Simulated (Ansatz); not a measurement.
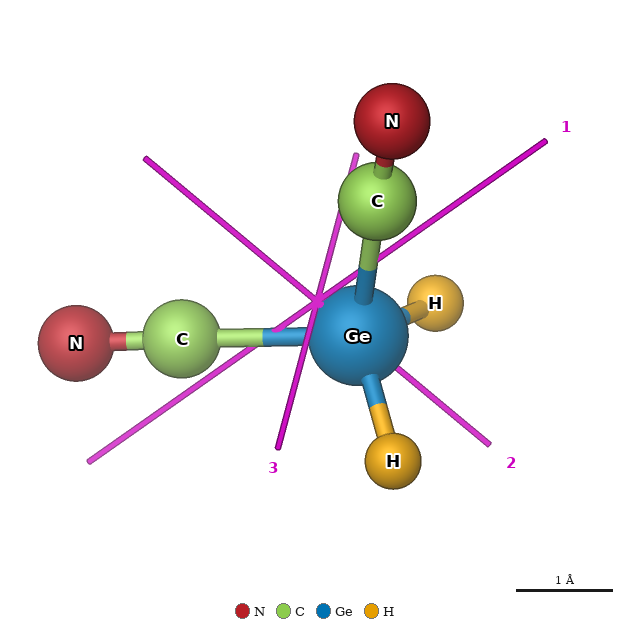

The three principal axes of inertia are drawn and numbered. Distant atoms are faded towards the background colour. Computed geometry: PBE0-D4/def2-TZVP optimisation. Masses are those of the most abundant isotopes; constants are for the rigid equilibrium geometry.

**Which line is the a axis (least moment of inertia), which b and which c?**

a is line 1, b is line 2, c is line 3; the moments are 82.7, 230, 306 u Å².

**Classify the rotor and give the rotational constants (GHz).**

An asymmetric top (C2v): A = 6.11, B = 2.20, C = 1.65 GHz. Ray's parameter κ is −0.76, nearer the prolate limit.
